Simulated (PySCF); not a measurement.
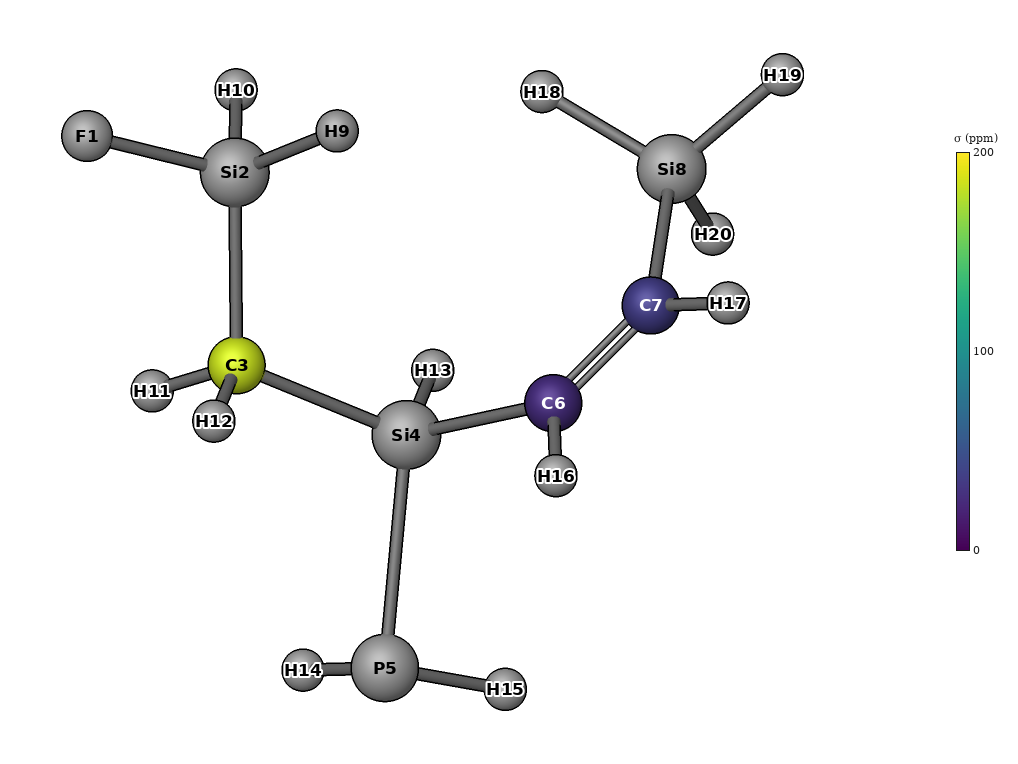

Atoms are coloured by their isotropic NMR shieldings (C only, the others grey). The computed structure is the end point of a GFN2-xTB optimisation. No frequency run is at hand to confirm it as a minimum. Properties computed with GIAO PBE0/pcSseg-1 NMR shielding, non-relativistic, gas phase (PySCF 2.14.0).

Give the isotropic NMR shieldings of the C atoms atom by atom.

```
atom  σ (ppm)
  C3    182.9
  C6     26.3
  C7     36.1
```

The geometry is semi-empirical. Around P, Si such bond lengths and angles can be off by a tenth of an ångström or more and by several degrees, and values that hang on the shape move with them.
